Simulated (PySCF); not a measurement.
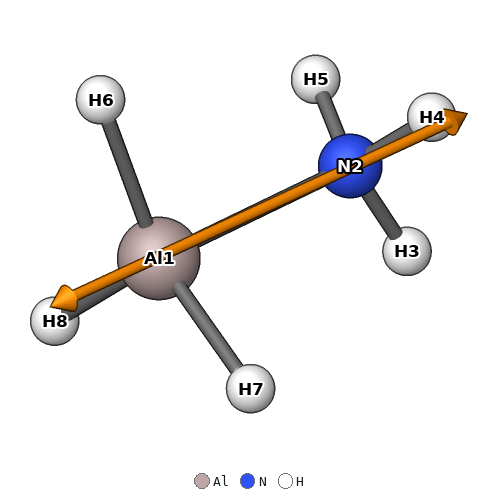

The double arrow shows the direction of the transition dipole to excited singlet state 9 (its length means nothing). The geometry was computed by an optimisation with PBE0-D3(BJ)/def2-SVP. No frequency run is at hand to confirm it as a minimum. Level of theory: TDDFT ωB97X-D/def2-SVPD, vertical, gas phase, core orbitals frozen in the response (PySCF 2.14.0).

How is the transition polarised?

Nearly parallel to the Al1–N2 bond.

Where does the transition lie, and how strong is it?

8.50 eV (146 nm), oscillator strength 0.16, mainly HOMO−2 → LUMO (weight 0.60); transition dipole 2.26 D.
